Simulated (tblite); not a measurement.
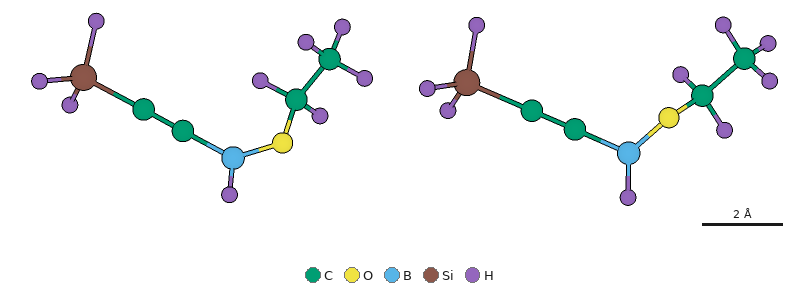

Two geometries of C$_{4}$H$_{9}$BOSi, drawn at one scale. One is the start of a relaxation, the other its converged end. The picture is a ball-and-stick view, seen from a free direction.

The calculation used tblite 0.8.0, GFN2-xTB geometry optimisation, gas phase. 

Q: Which geometry has the lower energy?

A: The left one is the relaxed one. The O atom moves most after the best rigid fit: 0.82 Å. By element the largest moves are O 0.82 Å, H 0.80 Å, B 0.45 Å, Si 0.42 Å, C 0.40 Å. Some distances before and after: B–O 1.447 → 1.328 Å, C–H 1.131 → 1.087 Å, C–O 1.381 → 1.409 Å, C–C 1.501 → 1.525 Å. Among the angles between lasting bonds that change: C–O–B 114.0° → 125.4°, O–B–C 118.7° → 123.8°, C–C–O 115.0° → 109.9°. Groups turn about C–O by about 60°. Over 117 geometry steps the energy falls by 26.5 kcal/mol. The run took 1.2 s on 1 thread of Arm Neoverse N1 (shared host).
